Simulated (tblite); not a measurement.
# Molecular dynamics, with input and output: C4H10OS (part 3 of 3)

Continued. System: C4H10OS (diethyl sulfoxide), SMILES CCS(=O)CC. Method: GFN2-xTB Langevin dynamics, gas phase (tblite 0.8.0). 

Geometry of the input (Å):
```
C  2.5887  0.1839  -0.8280
C  1.3941  -0.4225  -0.1198
S  -0.1505  0.4276  -0.7196
O  -0.0576  1.8068  -0.2396
C  -1.2844  -0.4484  0.4703
C  -2.6767  0.1331  0.3292
H  2.5479  -0.0221  -1.8954
H  3.5190  -0.2164  -0.4300
H  2.5846  1.2622  -0.6836
H  1.2823  -1.4813  -0.3436
H  1.4598  -0.2702  0.9560
H  -0.8955  -0.2922  1.4748
H  -1.2564  -1.5057  0.2151
H  -3.3489  -0.2809  1.0782
H  -2.6321  1.2123  0.4598
H  -3.0818  -0.0772  -0.6580
```

Trajectory as extended XYZ, continued:
```
16
Properties=species:S:1:pos:R:3:forces:R:3 step=29 time_fs=725.0 energy=-569.65979 temperature=290.4
C     2.1014   -0.0948    0.3751   -1.5302  -1.0764   1.2118
C     0.7555   -0.2244    1.1503   -0.0409   0.8347  -0.1029
S    -0.7050    0.1677    0.0411    0.5430   0.2606  -0.1779
O    -0.6716    1.6044   -0.2011   -0.0309   0.4695  -0.1135
C    -2.0262   -0.1437    1.2946    0.8724  -0.2979   0.6817
C    -2.3633   -1.6362    1.1038   -0.1691   0.4665   3.0513
H     2.0518   -0.7419   -0.5082    0.3760   0.2035   0.3314
H     2.8021   -0.4497    1.1564    0.2846   0.4388  -1.0766
H     2.1952    0.9442    0.0837    0.3574  -0.1150   0.0832
H     0.4364   -1.2068    1.4697    0.7133  -0.3818   0.1020
H     0.8255    0.4491    2.0318   -0.4087  -0.3036  -0.5833
H    -2.8048    0.5879    1.1028   -0.2720  -0.3514  -0.1980
H    -1.6075    0.1077    2.3155   -0.4698  -0.5377  -0.9590
H    -3.0322   -1.9050    1.9927    0.6294   0.0059  -1.3137
H    -2.8334   -1.8770    0.1927   -0.5400   0.0536  -0.8621
H    -1.4576   -2.2544    1.2063   -0.3146   0.3307  -0.0745
16
Properties=species:S:1:pos:R:3:forces:R:3 step=30 time_fs=750.0 energy=-569.67217 temperature=260.2
C     2.0714   -0.1653    0.3929   -0.8022  -0.9713   1.9900
C     0.8010   -0.0650    1.2994    0.2488  -0.8625  -0.8764
S    -0.6090    0.1584    0.0914    0.0440  -2.2273   1.0236
O    -0.7120    1.5664   -0.1243   -0.0472   1.9250  -0.3783
C    -1.9812   -0.1915    1.3363   -1.3291   0.2279  -1.8378
C    -2.4659   -1.6543    1.3603    0.3650   0.3488  -0.0071
H     1.8779   -0.9232   -0.3500    0.0454  -0.0230  -0.4096
H     2.8559   -0.5892    1.0700   -0.0885   0.9691  -0.8929
H     2.2184    0.8140   -0.0556    0.4837  -0.3570   0.1789
H     0.5972   -0.9237    1.9785    0.3308   0.3559  -0.8265
H     0.8521    0.8137    1.8873   -0.0208   0.8833   0.5599
H    -2.7229    0.5039    0.8379    0.1538  -0.9029   0.6552
H    -1.7675    0.2570    2.2720    0.4330   0.0274   0.8873
H    -3.3029   -1.8086    2.0692    0.4863   0.2354  -0.4350
H    -2.8010   -1.9274    0.3427    0.2182   0.0141   0.6244
H    -1.6332   -2.3182    1.6714   -0.5213   0.3570  -0.2556
16
Properties=species:S:1:pos:R:3:forces:R:3 step=31 time_fs=775.0 energy=-569.65717 temperature=294.5
C     2.1128   -0.2370    0.5046   -2.3941  -1.5611  -0.0567
C     0.8448    0.0711    1.2973   -0.1032  -0.7215   0.3083
S    -0.5862    0.1764    0.1674   -0.4130  -1.9178  -0.8866
O    -0.7929    1.5759   -0.0878   -0.1625   1.5254  -0.1911
C    -2.0127   -0.2355    1.3254    0.1349   0.4272   0.2028
C    -2.4759   -1.6714    1.5379    1.8412  -0.0769  -0.6700
H     1.9299   -1.2404    0.0835    0.3446   0.4634  -0.3802
H     2.8541   -0.3510    1.2152    1.9120   0.1127   1.0153
H     2.2850    0.4969   -0.2393    0.2955   0.4487  -0.5185
H     0.6087   -0.7115    2.0353    0.3118   0.1838  -0.2340
H     0.9413    1.0114    1.7757   -0.0517   0.9355   0.5756
H    -2.7430    0.4875    0.9545   -0.2702  -0.4407   0.0175
H    -1.6371    0.1373    2.2593   -0.0470   0.3699   0.6611
H    -3.4081   -1.7155    2.0610   -0.3141  -0.0021   0.2553
H    -2.5552   -2.1933    0.5729   -0.0985   0.1311   0.3736
H    -1.6562   -2.1619    2.1315   -0.9857   0.1226  -0.4724
16
Properties=species:S:1:pos:R:3:forces:R:3 step=32 time_fs=800.0 energy=-569.63940 temperature=300.9
C     2.1645   -0.1905    0.6270   -1.5657  -1.9091  -0.9012
C     0.9124    0.1655    1.3831   -0.4522   2.3955  -0.2565
S    -0.6547    0.1801    0.2219    0.3294  -0.3938   0.8256
O    -0.9126    1.5667   -0.1584    0.2116   0.0448   0.0650
C    -2.0318   -0.1807    1.5081    0.9362   0.5651   0.4644
C    -2.3873   -1.6527    1.6437   -0.0262   1.7177  -0.3931
H     2.1942   -1.2975    0.4713    0.0912   0.7629  -0.0257
H     3.0567    0.0997    1.0913    1.0260   0.4911   0.7357
H     2.0606    0.2845   -0.3341    0.3551   0.1207  -0.4400
H     0.6415   -0.4681    2.1889    0.0364  -0.4767   0.6672
H     1.0571    1.2481    1.7172   -0.6257  -1.2945  -0.1662
H    -2.8478    0.3313    1.0198   -0.2641   0.2668   0.0501
H    -1.8169    0.3127    2.4869    0.0222  -0.3173  -0.8028
H    -3.2813   -1.6568    2.2179   -0.7633  -0.4163   0.5810
H    -2.6224   -1.9334    0.6438    0.0396  -0.9553  -0.5397
H    -1.6346   -2.2177    2.1270    0.6496  -0.6015   0.1363
16
Properties=species:S:1:pos:R:3:forces:R:3 step=33 time_fs=825.0 energy=-569.72428 temperature=311.5
C     2.0984   -0.1009    0.6642   -0.0310   0.8358   0.5906
C     0.8090    0.3336    1.4245    1.1907   0.4897   0.6395
S    -0.6776    0.1740    0.3398   -0.3552   1.0196  -0.8057
O    -0.9254    1.5418   -0.1905    0.2678  -0.9627   0.3658
C    -2.0294   -0.0861    1.6092    1.4573   0.8929   1.6109
C    -2.3280   -1.5478    1.7052   -0.8529   0.4643   1.1372
H     2.2109   -1.1927    0.6462   -0.1903   0.4546  -0.2102
H     3.0241    0.3217    1.1723   -1.1828  -0.4429  -0.6235
H     2.0088    0.3358   -0.3460    0.3351  -0.4538   0.4316
H     0.6828   -0.2491    2.3324   -0.1043  -0.3092  -0.0345
H     0.9143    1.3916    1.7698   -0.2559  -0.6187  -0.5767
H    -2.8404    0.5561    1.3145   -0.2932   0.0646  -0.1129
H    -1.6193    0.2538    2.6058   -0.4471   0.0384  -0.9358
H    -2.9709   -1.7232    2.6255    0.4340  -0.0658  -1.3777
H    -2.7831   -1.8034    0.7666   -0.3121  -0.7731   0.0147
H    -1.3940   -2.0422    1.8739    0.3398  -0.6337  -0.1133
16
Properties=species:S:1:pos:R:3:forces:R:3 step=34 time_fs=850.0 energy=-569.57718 temperature=195.9
C     1.9570   -0.0239    0.6920    0.6126   0.2202   1.6391
C     0.7432    0.4987    1.5052    0.9584  -2.5097  -0.3884
S    -0.6965    0.1448    0.3698    0.2176   2.3619  -0.1223
O    -0.8478    1.5081   -0.2478   -0.1784  -1.7374   0.4972
C    -1.9591   -0.0309    1.7089   -0.6833  -0.7860  -0.3031
C    -2.2362   -1.5566    1.8093    1.2561   1.2041  -0.1717
H     1.9696   -1.1306    0.6678   -0.3099   0.6804  -0.3632
H     2.8723    0.2391    1.2830   -0.4926   0.0020  -0.7370
H     1.9828    0.4410   -0.2834    0.0903  -0.1983  -0.0801
H     0.7897   -0.0281    2.4701   -0.6088  -0.1044  -0.3178
H     0.7766    1.5246    1.7147   -0.0172   1.4042  -0.1822
H    -2.8395    0.5456    1.4248   -0.0186  -0.1451  -0.0919
H    -1.6053    0.3573    2.6265    0.5338   0.4554   0.8187
H    -2.5171   -1.8410    2.8369   -0.3199  -0.0030  -0.9012
H    -2.9166   -1.7167    0.9862   -0.4000  -0.8234   0.4410
H    -1.2681   -2.0420    1.5612   -0.6401  -0.0208   0.2629
16
Properties=species:S:1:pos:R:3:forces:R:3 step=35 time_fs=875.0 energy=-569.66200 temperature=323.8
C     1.9907    0.0521    0.7353    0.1019   1.2563  -0.5933
C     0.7762    0.4587    1.5360   -0.0870  -0.8777  -0.0529
S    -0.6816    0.1487    0.3915   -0.5784   0.7237  -0.3409
O    -0.8839    1.3885   -0.4119    0.2794  -1.0631   1.1747
C    -2.0283   -0.0201    1.7129   -0.5468  -0.2888   0.2723
C    -2.2078   -1.5663    1.8766    1.1388   2.3852  -1.6968
H     2.0410   -0.9815    0.4911   -0.2554  -0.7986  -0.0714
H     2.9082    0.3165    1.2304    0.3642   0.1208   0.3819
H     1.9682    0.6325   -0.1958    0.0688  -0.2338   0.0192
H     0.7567   -0.0921    2.4808   -0.4604  -0.0466  -0.2558
H     0.7549    1.5030    1.7274    0.0920   0.8968   0.1782
H    -2.9406    0.5067    1.3895    0.3602  -0.4029  -0.2755
H    -1.8066    0.4214    2.6837    0.5554   0.0989  -0.1788
H    -2.2817   -1.8183    2.8757   -0.2676  -0.6499   1.6912
H    -3.0148   -1.8749    1.2816   -1.1867  -0.5451  -0.4176
H    -1.3235   -1.9707    1.4149    0.4215  -0.5752   0.1657
16
Properties=species:S:1:pos:R:3:forces:R:3 step=36 time_fs=900.0 energy=-569.48885 temperature=356.1
C     2.1414    0.1805    0.8591   -0.8134   1.0092  -1.3875
C     0.7624    0.4177    1.5112    0.0439   0.1319   0.2954
S    -0.6578    0.1327    0.3267    0.2287  -2.1013  -0.0715
O    -0.9516    1.2755   -0.4828   -0.0529   1.7137  -0.6141
C    -2.0051   -0.0365    1.5630   -1.7976   0.9224   1.8417
C    -2.2242   -1.5042    1.9293   -0.8192   0.8271   0.7215
H     2.1177   -0.7964    0.3842    0.0694  -0.1026   0.1042
H     3.0029    0.2563    1.4921    0.0026  -0.0947   0.7443
H     2.3594    0.9129    0.0316   -0.5501  -0.4889   0.6955
H     0.5648   -0.4040    2.2129    0.1994   0.4241   0.1117
H     0.5577    1.4061    1.9681    0.6034  -0.5362  -0.1587
H    -2.9968    0.3618    1.2192    1.1016  -0.1210  -0.5055
H    -1.9047    0.5347    2.5437    0.6586  -0.3551  -1.2098
H    -2.4024   -1.5309    3.0091    0.4601  -0.4828  -0.1557
H    -3.1254   -1.9097    1.5016   -0.2633  -0.0505  -0.4517
H    -1.4160   -2.0913    1.5938    0.9286  -0.6952   0.0403
16
Properties=species:S:1:pos:R:3:forces:R:3 step=37 time_fs=925.0 energy=-569.39199 temperature=391.3
C     2.1798    0.4517    1.0279    1.1658   0.1695  -0.9507
C     0.7496    0.3641    1.4920   -1.2146   0.1609  -0.0875
S    -0.6255    0.0246    0.1740   -0.0822  -1.5304   1.8929
O    -0.8786    1.2610   -0.4657    0.0934   2.4790  -1.8204
C    -2.0756    0.0100    1.3979   -0.1516  -0.3213   1.1153
C    -2.2364   -1.4144    1.9220   -1.5175  -1.0923  -0.7827
H     2.6249   -0.3430    0.3701   -0.9454   0.1160   0.9058
H     2.8307    0.5650    1.9021   -0.1118  -0.2173  -0.0829
H     2.3761    1.3479    0.4162   -0.5043  -0.0331   0.2713
H     0.5552   -0.4391    2.2237    0.3588   0.4737  -0.2063
H     0.4300    1.3637    1.8727    0.3017  -0.8161  -0.0035
H    -3.0387    0.2960    0.9573    0.6289   0.0799  -0.6123
H    -1.9444    0.7713    2.1926    0.4923  -0.4807  -0.3074
H    -2.7234   -1.5023    2.9277    1.0180   0.2116  -0.6804
H    -3.0301   -1.8992    1.2429    1.2747   0.3253   0.7799
H    -1.3012   -2.0065    1.7907   -0.8061   0.4754   0.5688
16
Properties=species:S:1:pos:R:3:forces:R:3 step=38 time_fs=950.0 energy=-569.60174 temperature=399.1
C     2.0273    0.7338    1.1102    1.4464  -0.7794  -0.0380
C     0.6382    0.3861    1.4772   -1.3407   0.2996  -0.9023
S    -0.6351    0.0384    0.1189    1.0329   0.1166  -0.2791
O    -0.7496    1.3494   -0.5177   -0.2690   0.0948  -0.3358
C    -2.0569   -0.0483    1.2644   -0.4064  -0.9653   0.3548
C    -2.2718   -1.4117    1.9309   -0.4863  -0.7089  -1.7753
H     2.6549    0.0042    0.5904   -0.5400  -0.5723   0.2386
H     2.4998    0.9540    2.0424    0.6675  -0.0854   0.8896
H     2.2212    1.6004    0.5530   -0.7384   1.4450  -1.0336
H     0.5844   -0.4817    2.0858    0.0965  -0.5625   0.7430
H     0.1837    1.2671    1.9219    0.0229  -0.0548   0.3902
H    -2.9060    0.2909    0.7026   -0.4982  -0.1321  -0.4854
H    -1.9162    0.6778    2.0126    0.3638   1.0085   1.0183
H    -2.9568   -1.3500    2.7685    0.3376   0.1018   0.2189
H    -2.7723   -2.1199    1.2023    0.5760   0.7048   0.6172
H    -1.3065   -1.8596    2.1652   -0.2645   0.0897   0.3791
16
Properties=species:S:1:pos:R:3:forces:R:3 step=39 time_fs=975.0 energy=-569.53564 temperature=362.2
C     1.8366    0.9272    1.1111    1.2108   0.2915   1.3831
C     0.5177    0.3789    1.6043    0.9586  -1.2734  -2.3024
S    -0.5751    0.1025    0.0796   -1.1603   2.4932   0.2074
O    -0.7143    1.4447   -0.6405    0.2728  -2.6040   1.5195
C    -2.1390   -0.0240    1.2599   -0.3949  -0.5352  -1.0268
C    -2.2916   -1.4062    1.9288    0.1972   2.6148   1.1143
H     2.4496    0.1752    0.6479    0.0647  -0.4922  -0.2465
H     2.4595    1.3315    1.9500   -0.5556  -0.3672  -0.3176
H     1.7797    1.7432    0.4223   -0.6595   0.4176  -0.4521
H     0.6219   -0.6553    1.9566   -0.0140   0.5274   0.3281
H     0.0011    1.0372    2.2170   -0.6459   0.9229   1.2001
H    -2.9309    0.1725    0.5156    0.1248  -0.0341   0.5366
H    -2.1358    0.7420    2.0396    0.1470   0.0182  -0.4848
H    -3.1792   -1.4832    2.5512   -0.2023   0.4189   0.0123
H    -2.3469   -2.1833    1.2694    0.2184  -1.8287  -1.8075
H    -1.4502   -1.4671    2.5905    0.4382  -0.5698   0.3363
16
Properties=species:S:1:pos:R:3:forces:R:3 step=40 time_fs=1000.0 energy=-569.57153 temperature=372.0
C     1.7131    1.0451    1.1050    0.4771   1.2393   0.7653
C     0.4525    0.4066    1.6096    0.6601  -1.7271  -0.3802
S    -0.6122    0.1295    0.1299    0.8622   1.9398  -2.4141
O    -0.6975    1.4683   -0.6197    0.1038  -2.3625   1.6143
C    -2.1523   -0.0434    1.0228   -0.7892   2.2118   0.1796
C    -2.2039   -1.3033    1.8013   -1.5413   0.3071   1.8594
H     2.2914    0.3299    0.5749    0.4327  -0.3866  -0.7533
H     2.3972    1.4835    1.8758   -0.7838  -0.4608  -0.2263
H     1.4004    1.8968    0.4771    0.2797  -0.4763  -0.0483
H     0.5839   -0.6446    2.0396   -0.0984   1.5614  -0.2777
H    -0.0953    1.0817    2.1930   -0.6040   0.6097   1.2521
H    -2.8746   -0.0662    0.2051   -0.2591   0.1689   0.1479
H    -2.2744    0.9516    1.6038   -0.1304  -1.6288  -0.6635
H    -3.2725   -1.5176    2.0665    0.7105   0.2025  -0.0226
H    -1.9206   -2.1200    1.1868    0.7651  -0.6722  -0.1797
H    -1.6728   -1.1838    2.7721   -0.0852  -0.5261  -0.8531
```

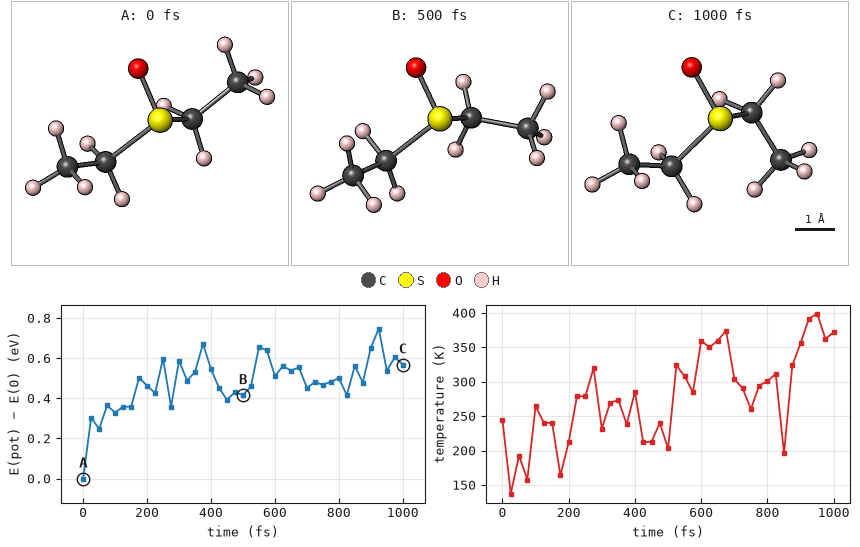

Figure 1. Frames of the molecular dynamics (ball-and-stick, seen at a tilt) above the curves, on which the letters mark them. The trajectory kept here has 41 frames over 1000 fs. The temperature starts at 244 K, ranges from 138 to 399 K and averages 320 K over the second half. The potential energy ends 0.568 eV above its first value. After an unweighted best fit of the last frame on the first, the root-mean-square displacement is 1.24 Å, and H13 has moved furthest (2.06 Å).

Results in brief:

| quantity | value |
| --- | --- |
| outcome | finished |
| mean temperature over the second half | 320 K |
| trajectory | 41 frames kept, 1000 fs |
| wall time | 8.2 s |
| peak memory | 0.18 GiB |
